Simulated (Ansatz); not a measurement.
A series of calculations on WPH₈Cl

Part 1: Relaxation

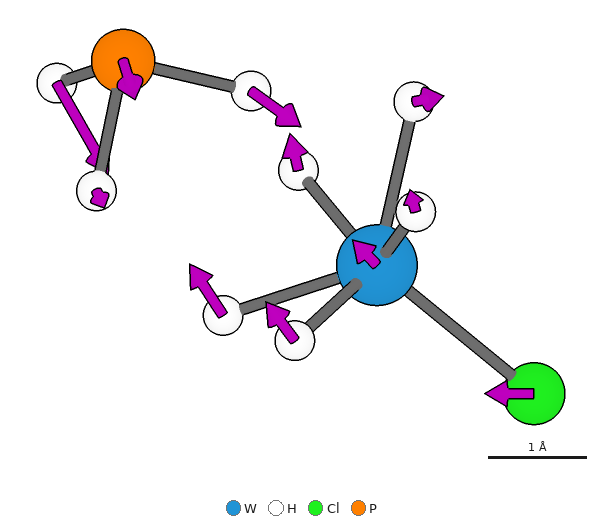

This is a relaxation of WPH8Cl. The starting structure is drawn; purple arrows show the displacements, 5 times their true length. The two geometries are superimposed by the best rigid fit.

A ball-and-stick model, seen from a free direction.

The run prepares an end point of a later path (reaction) calculation, from a guessed geometry.

Computed with Ansatz, RKS BLYP-D4/def2-SVP. Set-up: no spin polarisation; force threshold 0.03 eV/Å; at most 50 steps.

### Which element moves most?

Hydrogen: up to 0.23 Å, against 0.11 Å for phosphorus.

### What did the optimiser do to the structure, and how much energy did it gain?

The largest move after the best rigid fit is that of an H atom, 0.23 Å. Largest moves by element: H 0.23 Å, P 0.11 Å, Cl 0.10 Å, W 0.08 Å. Among the contacts that change: P–W 3.631 → 3.465 Å, H–W 2.386 → 2.228 Å, H–P 1.440 → 1.470 Å, H–W 1.713 → 1.701 Å. Bond angles that change, for instance: H–W–Cl 115.5° → 112.9°, H–W–H 120.6° → 122.8°. Over 5 accepted moves (6 points after the start) the energy falls by 0.83 kcal/mol. Largest force component: 0.35 eV/Å at the start, 0.0059 eV/Å at the end. The line search rejected the trial step at point 1 of the run.

Part 2: Relaxation

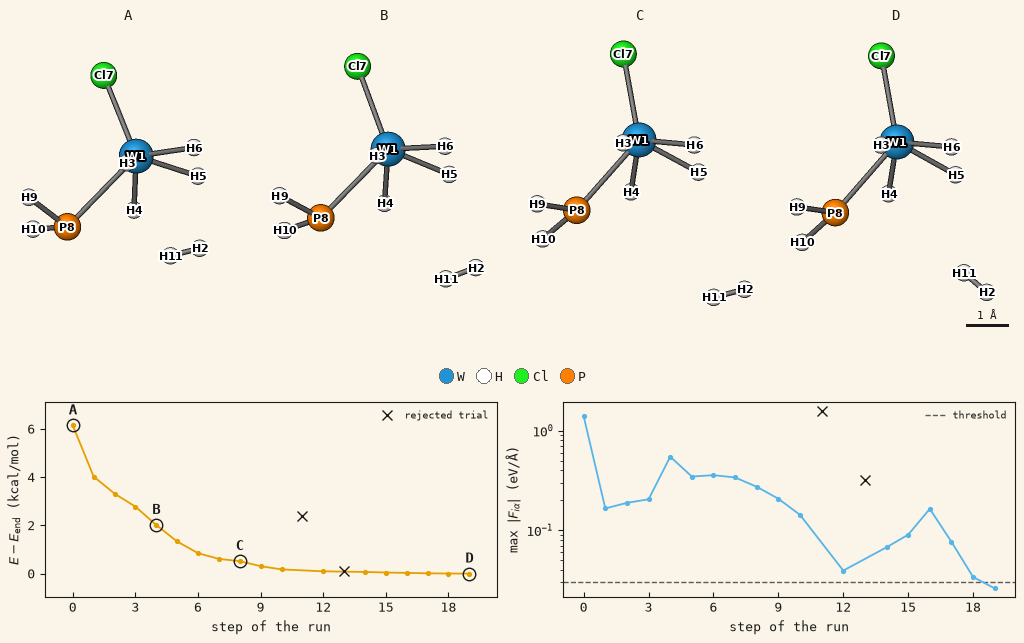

Frames of a relaxation of WPH8Cl, marked on the history of the run. Style: ball-and-stick. Shown at a tilt.

The run prepares an end point of a later path (reaction) calculation, from a guessed geometry.

Level of theory: RKS BLYP-D4/def2-SVP in Ansatz. (no spin polarisation; force threshold 0.03 eV/Å; at most 50 steps)

> What happens along the run?

The energy falls by 6.14 kcal/mol in 17 accepted moves (19 points after the start). Largest force component: 1.4 eV/Å at the start, 0.026 eV/Å at the end. The line search rejected the trial steps at points 11, 13 of the run. The largest move after the best rigid fit is that of H2, 1.25 Å. By element the largest moves are H 1.25 Å, Cl 0.56 Å, W 0.42 Å, P 0.37 Å. Near-neighbour distances that change, for instance: W1–H2 2.922 → 4.568 Å, W1–H11 2.772 → 3.844 Å, W1–P8 2.442 → 2.334 Å, H2–H11 0.722 → 0.766 Å. Among the angles between lasting bonds that change: W1–P8–H10 102.6° → 122.8°, W1–P8–H9 103.6° → 122.7°, H6–W1–P8 120.0° → 105.7°. The run took 57 s on 2 threads of Arm Neoverse V1, with other jobs on the host, peak memory 0.15 GiB. From step 0 to 4: H11 moves most (0.77 Å), energy −4.13 kcal/mol. From step 4 to 8: H2 moves most (0.65 Å), energy −1.50 kcal/mol. From step 8 to 19: H11 moves most (0.66 Å), energy −0.52 kcal/mol.

| step | E − E(0), kcal/mol | largest force component, eV/Å | note |
| --- | --- | --- | --- |
| 0 | 0.00 | 1.3889 |  |
| 1 | -2.12 | 0.1657 |  |
| 2 | -2.83 | 0.1889 |  |
| 3 | -3.36 | 0.2048 |  |
| 4 | -4.13 | 0.5485 |  |
| 5 | -4.81 | 0.3466 |  |
| 6 | -5.29 | 0.3579 |  |
| 7 | -5.53 | 0.3392 |  |
| 8 | -5.63 | 0.2736 |  |
| 9 | -5.83 | 0.2076 |  |
| 10 | -5.97 | 0.1430 |  |
| 11 | -3.76 | 1.5897 | rejected |
| 12 | -6.05 | 0.0394 |  |
| 13 | -6.04 | 0.3225 | rejected |
| 14 | -6.07 | 0.0676 |  |
| 15 | -6.10 | 0.0904 |  |
| 16 | -6.11 | 0.1642 |  |
| 17 | -6.13 | 0.0767 |  |
| 18 | -6.14 | 0.0341 |  |
| 19 | -6.14 | 0.0261 |  |

Limits of the set-up: the start holds two separate molecules, 2.4 Å apart at their closest, whose relative position is a soft coordinate.

Part 3: Path

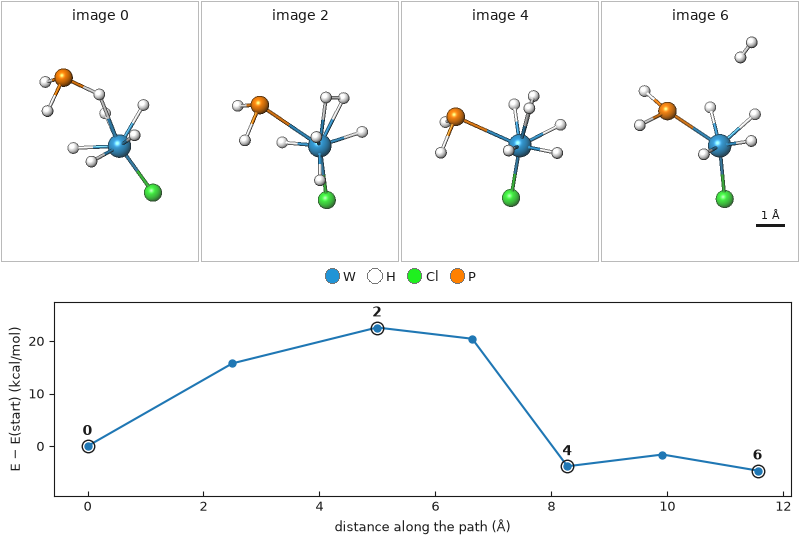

A nudged-elastic-band calculation for WPH8Cl. Images are numbered from 0 (start) to 6 (end). A ball-and-stick model, seen from a free direction.

Theory: RKS BLYP-D4/def2-SVP in Ansatz. Set-up: 5 movable images; climbing image; force threshold 0.05 eV/Å; iteration limit 60; starting path through a guess of the saddle point.

> What happens along the path, and what is the barrier?

The path has more than one stage, and so few images may leave a stage unresolved. Breaking: H–P (1.47 → 3.53 Å), 2 H–W (1.70–2.23 → 3.84–4.57 Å). Forming: H–H (1.87 → 0.77 Å), P–W (3.47 → 2.33 Å). Forward barrier 22.6 kcal/mol, backward barrier 27.2 kcal/mol, with image 2 at the top; the reaction energy is −4.7 kcal/mol. The profile has 2 maxima (images 2, 5) with a dip at image 4 (−3.8 kcal/mol), so the process runs in steps. The band converged in 37 iterations. The largest component of the band force went from 7.6 to 0.036 eV/Å. The climbing image converged on the top of the path. Its vibrational analysis gives 2 imaginary modes over 30i cm⁻¹, so it isn't confirmed as a transition state.

The run took 8.6 min on 2 threads of Arm Neoverse V1 (shared host), peak memory 0.16 GiB.
